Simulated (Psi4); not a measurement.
## AlH3: geometry relaxation (part 1 of 4)

The run: geometry relaxation of AlH3. Method and program: SVWN-RPA/cc-pVTZ, RKS (Psi4 1.11).

The atoms were displaced at random from an optimised geometry.

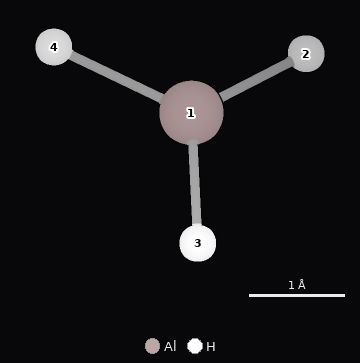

The starting structure (ball-and-stick view, seen at a tilt; atoms are numbered from 1 in the order of the input). Sticks mark near contacts. Bond lengths as drawn: Al–H 1.49 to 1.61 Å.

## Key numbers

```tsv
quantity	value
outcome	converged
total energy	−243.417936 hartree
basis functions	76
HOMO	−7.78 eV
LUMO	−3.21 eV
dipole moment	0.00 D
hardware	1 thread of AMD EPYC (Zen 3), 192 GiB of memory available, shared host
wall time	23 s
peak memory	0.41 GiB
```

## Input (job.in)
```
memory 1.6 GB

molecule molecule1 {
  Al     0.043116     0.049114    -0.000077
  H      0.593659     0.678195     1.236183
  H     -1.281688    -0.732323     0.017851
  H      0.785360     0.117434    -1.421975
  units angstrom
  symmetry c1
}

set geom_maxiter 60

result, w = optimize('svwn/cc-pVTZ', return_wfn=True)
```

Launch command:
```bash
psi4 job.in job.out -n 1
```

## Log
```
Psi4 1.11 release

gradient() will perform analytic gradient computation.

   => Loading Basis Set <=

    Name: CC-PVTZ
    Role: ORBITAL
    Keyword: BASIS

         ---------------------------------------------------------
                                   SCF
                              RKS Reference
                        1 Threads,   1525 MiB Core
         ---------------------------------------------------------

  ==> Geometry <==

    Molecular point group: c1
    Full point group: C1

    Geometry (in Angstrom), charge = 0, multiplicity = 1:

       Center              X                  Y                   Z               Mass
    ------------   -----------------  -----------------  -----------------  -----------------
         AL           0.001075404746     0.002822647757     0.005633136457    26.981538530000
         H            0.551618404746     0.631903647757     1.241893136457     1.007825032230
         H           -1.323728595254    -0.778614352243     0.023561136457     1.007825032230
         H            0.743319404746     0.071142647757    -1.416264863543     1.007825032230

  Running in c1 symmetry.

  Rotational constants: A =      4.84835  B =      4.49699  C =      2.33310 [cm^-1]
  Rotational constants: A = 145349.88226  B = 134816.25807  C =  69944.66400 [MHz]
  Nuclear repulsion =   13.960468121210699

  Charge       = 0
  Multiplicity = 1
  Electrons    = 16
  Nalpha       = 8
  Nbeta        = 8

  ==> Algorithm <==

  SCF Algorithm Type is DF.
  DIIS enabled.
  MOM disabled.
  Fractional occupation disabled.
  Guess Type is SAD.
  Energy threshold   = 1.00e-08
  Density threshold  = 1.00e-08
  Integral threshold = 1.00e-12

  ==> Primary Basis <==

  Basis Set: CC-PVTZ
    Blend: CC-PVTZ
    Number of shells: 30
    Number of basis functions: 76
    Number of Cartesian functions: 84
    Spherical Harmonics?: true
    Max angular momentum: 3

  ==> DFT Potential <==

   => LibXC <=

    Version 7.1.2

   => Composite Functional: SVWN <=

    Slater exchange
    Vosko, Wilk & Nusair (VWN5_RPA)

    Deriv               =              1
    GGA                 =          FALSE
    Meta                =          FALSE

    Exchange Hybrid     =          FALSE
    MP2 Hybrid          =          FALSE

   => Exchange Functionals <=

    1.0000         XC_LDA_X

   => Correlation Functionals <=

    1.0000   XC_LDA_C_VWN_RPA

   => LibXC Density Thresholds  <==

    XC_LDA_C_VWN_RPA:  1.00E-15
    XC_LDA_X:  1.00E-15

   => Molecular Quadrature <=

    Radial Scheme          =       TREUTLER
    Pruning Scheme         =           NONE
    Nuclear Scheme         =       TREUTLER

    Blocking Scheme        =         OCTREE
    BS radius alpha        =              1
    Pruning alpha          =              1
    Radial Points          =             75
    Spherical Points       =            302
    Total Points           =          87815
    Total Blocks           =            709
    Max Points             =            256
    Max Functions          =             76
    Weights Tolerance      =       1.00E-15

   => Loading Basis Set <=

    Name: (CC-PVTZ AUX)
    Role: JKFIT
    Keyword: DF_BASIS_SCF

  ==> Integral Setup <==

  DFHelper Memory: AOs need 0.011 GiB; user supplied 1.073 GiB.
  SCF_SUBTYPE=INCORE selected. In-core MEM_DF algorithm will be used.
  Using in-core AOs.

  ==> MemDFJK: Density-Fitted J/K Matrices <==

    J tasked:                   Yes
    K tasked:                    No
    wK tasked:                   No
    Memory [MiB]:              1099
    Algorithm:                 Core
    Schwarz Cutoff:           1E-12
    Mask sparsity (%):       0.0000
    Fitting Condition:        1E-10

   => Auxiliary Basis Set <=

  Basis Set: (CC-PVTZ AUX)
    Blend: CC-PVTZ-JKFIT
    Number of shells: 67
    Number of basis functions: 211
    Number of Cartesian functions: 250
    Spherical Harmonics?: true
    Max angular momentum: 4

  Cached 100.0% of DFT collocation blocks in 0.044 [GiB].

  Minimum eigenvalue in the overlap matrix is 2.8894530544E-03.
  Reciprocal condition number of the overlap matrix is 6.0861783869E-04.
    Using symmetric orthogonalization.

  ==> Pre-Iterations <==

  SCF Guess: Superposition of Atomic Densities via on-the-fly atomic UHF (no occupation information).

   -------------------------
    Irrep   Nso     Nmo
   -------------------------
     A         76      76
   -------------------------
    Total      76      76
   -------------------------

  ==> Iterations <==

                           Total Energy        Delta E     RMS |[F,P]|

   @DF-RKS iter SAD:  -243.06458086144900   -2.43065e+02   0.00000e+00
   @DF-RKS iter   1:  -243.35679369710712   -2.92213e-01   3.72488e-03 DIIS/ADIIS
   @DF-RKS iter   2:  -243.39932827062535   -4.25346e-02   2.23062e-03 DIIS/ADIIS
   @DF-RKS iter   3:  -243.41395873919780   -1.46305e-02   2.92924e-04 DIIS/ADIIS
   @DF-RKS iter   4:  -243.41416104367204   -2.02304e-04   2.11320e-05 DIIS
   @DF-RKS iter   5:  -243.41416348296525   -2.43929e-06   4.83282e-06 DIIS
   @DF-RKS iter   6:  -243.41416362823145   -1.45266e-07   1.31168e-06 DIIS
   @DF-RKS iter   7:  -243.41416363910778   -1.08763e-08   1.81429e-07 DIIS
   @DF-RKS iter   8:  -243.41416363929324   -1.85452e-10   4.34097e-09 DIIS
  Energy and wave function converged.

  ==> Post-Iterations <==

   Electrons on quadrature grid:
      Ntotal   =   16.0000015402 ; deviation = 1.540e-06

    Orbital Energies [Eh]
    ---------------------

    Doubly Occupied:

       1A    -55.143465     2A     -3.922380     3A     -2.559237
       4A     -2.548558     5A     -2.548298     6A     -0.403210
       7A     -0.293173     8A     -0.281259

    Virtual:

       9A     -0.116431    10A     -0.000033    11A      0.008783
      12A      0.018951    13A      0.068908    14A      0.098988
      15A      0.101385    16A      0.111294    17A      0.115923
      18A      0.157290    19A      0.227056    20A      0.258116
      21A      0.268648    22A      0.335232    23A      0.404400
      24A      0.416109    25A      0.534952    26A      0.584312
      27A      0.587199    28A      0.605414    29A      0.649943
      30A      0.655175    31A      0.702955    32A      0.714073
      33A      0.717852    34A      0.809859    35A      0.823822
      36A      0.901651    37A      0.950580    38A      0.981797
      39A      0.998096    40A      1.058495    41A      1.072700
      42A      1.223871    43A      1.388425    44A      1.440715
      45A      1.486563    46A      1.867337    47A      1.886265
      48A      1.954208    49A      2.057116    50A      2.658880
      51A      2.713527    52A      2.799255    53A      3.089693
      54A      3.173349    55A      3.194765    56A      3.226074
      57A      3.240830    58A      3.256354    59A      3.310804
      60A      3.350607    61A      3.365173    62A      3.397351
      63A      3.406486    64A      3.440123    65A      3.658294
      66A      3.688464    67A      3.710273    68A      3.810629
      69A      3.871048    70A      3.888173    71A      3.897137
      72A      3.934078    73A      4.228369    74A      4.353182
      75A      4.437043    76A      4.497410

    Final Occupation by Irrep:
              A
    DOCC [     8 ]
    NA   [     8 ]
    NB   [     8 ]

  @DF-RKS Final Energy:  -243.41416363929324

   => Energetics <=

    Nuclear Repulsion Energy =             13.9604681212106989
    One-Electron Energy =                -366.3953951799374522
    Two-Electron Energy =                 127.9391426436224890
    DFT Exchange-Correlation Energy =     -18.9183792241889641
    Empirical Dispersion Energy =           0.0000000000000000
    VV10 Nonlocal Energy =                  0.0000000000000000
    Total Energy =                       -243.4141636392932355

Computation Completed

Properties will be evaluated at   0.000000,   0.000000,   0.000000 [a0]

Properties computed using the SCF density matrix

 Multipole Moments:

 ------------------------------------------------------------------------------------
     Multipole            Electronic (a.u.)      Nuclear  (a.u.)        Total (a.u.)
 ------------------------------------------------------------------------------------

 L = 1.  Multiply by 2.5417464519 to convert [e a0] to [Debye]
 Dipole X            :          0.0461034           -0.0279878            0.0181156
 Dipole Y            :          0.1245330           -0.0734605            0.0510724
 Dipole Z            :          0.2560423           -0.1466046            0.1094377
 Magnitude           :                                                    0.1221195

 ------------------------------------------------------------------------------------

	total time  =          4 seconds =       0.07 minutes

         ------------------------------------------------------------
                                   SCF GRAD
         ------------------------------------------------------------

  ==> Geometry <==

    Molecular point group: c1
    Full point group: C1

    Geometry (in Angstrom), charge = 0, multiplicity = 1:

       Center              X                  Y                   Z               Mass
    ------------   -----------------  -----------------  -----------------  -----------------
         AL           0.001075404746     0.002822647757     0.005633136457    26.981538530000
         H            0.551618404746     0.631903647757     1.241893136457     1.007825032230
         H           -1.323728595254    -0.778614352243     0.023561136457     1.007825032230
         H            0.743319404746     0.071142647757    -1.416264863543     1.007825032230

  Nuclear repulsion =   13.960468121210699

  ==> Basis Set <==

  Basis Set: CC-PVTZ
    Blend: CC-PVTZ
    Number of shells: 30
    Number of basis functions: 76
    Number of Cartesian functions: 84
    Spherical Harmonics?: true
    Max angular momentum: 3

  ==> DFJKGrad: Density-Fitted SCF Gradients <==

    Gradient:                    1
    J tasked:                  Yes
    K tasked:                   No
    wK tasked:                  No
    Integrals threads:           1
    Memory [MiB]:             1144
    Schwarz Cutoff:          1E-12
    Fitting Condition:       1E-10

   => Auxiliary Basis Set <=

  Basis Set: (CC-PVTZ AUX)
    Blend: CC-PVTZ-JKFIT
    Number of shells: 67
    Number of basis functions: 211
    Number of Cartesian functions: 250
    Spherical Harmonics?: true
    Max angular momentum: 4

   => Molecular Quadrature <=

    Radial Scheme          =       TREUTLER
    Pruning Scheme         =           NONE
    Nuclear Scheme         =       TREUTLER

    Blocking Scheme        =         OCTREE
    BS radius alpha        =              1
    Pruning alpha          =              1
    Radial Points          =             75
    Spherical Points       =            302
    Total Points           =          87815
    Total Blocks           =            709
    Max Points             =            256
    Max Functions          =             76
    Weights Tolerance      =       1.00E-15

  -Total Gradient:
     Atom            X                  Y                   Z
    ------   -----------------  -----------------  -----------------
       1       -0.001401104184     0.007215890422     0.029698191375
       2       -0.011725447054    -0.013216872324    -0.024589042488
       3        0.013795617740     0.007440704388    -0.001951966104
       4       -0.000670497241    -0.001441457268    -0.003160576956

	total time  =          1 seconds =       0.02 minutes

    			-----------------------------------------

    			 OPTKING 3.0: for geometry optimizations

    			        with contributions from

    			-----------------------------------------

	                            ===> Fragment 1 <==

	 Z (Atomic Numbers)          Masses                          Geom
	      13.000000            26.981539          0.00203222  0.00533403  0.01064509
	       1.000000             1.007825          1.04240771  1.19412483  2.34683790
	       1.000000             1.007825         -2.50148451 -1.47136788  0.04452410
	       1.000000             1.007825          1.40467010  0.13444012 -2.67635271

	 - Coordinate -           - BOHR/RAD -       - ANG/DEG -
	 R(1,2)           =         2.820178           1.492374
	 R(1,3)           =         2.906784           1.538204
	 R(1,4)           =         3.033813           1.605424
	 B(2,1,3)         =         2.120243         121.480989
	 B(2,1,4)         =         2.147413         123.037721
	 B(3,1,4)         =         2.015440         115.476177
	 O(2,1,3,4)       =         0.011889           0.681166
	 O(3,1,2,4)       =        -0.012803          -0.733539
	 O(4,1,2,3)       =         0.012585           0.721065

	        --- Internal Coordinate Step in ANG or DEG, aJ/ANG or AJ/DEG ---
	-------------------------------------------------------------------------------
	           Coordinate      Previous         Force          Change          New
	           ----------      --------        ------          ------        ------
	               R(1,2)       1.49237        0.24935        0.08951       1.58188
	               R(1,3)       1.53820        0.12922        0.05194       1.59015
	               R(1,4)       1.60542       -0.02000       -0.00941       1.59602
	             B(2,1,3)     121.48099       -0.00008       -0.34498     121.13601
	             B(2,1,4)     123.03772       -0.00026       -1.16274     121.87498
	             B(3,1,4)     115.47618        0.00033        1.50721     116.98338
	           O(2,1,3,4)       0.68117       -0.00001       -1.40650      -0.72534
	           O(3,1,2,4)      -0.73354        0.00002        1.49470       0.76116
	           O(4,1,2,3)       0.72106       -0.00002       -1.47623      -0.75516
	-------------------------------------------------------------------------------

	                                 ==> Convergence Check <==

	Measures of convergence in internal coordinates in au.

	Criteria marked as inactive (o), active & met (*), and active & unmet ( ).
```
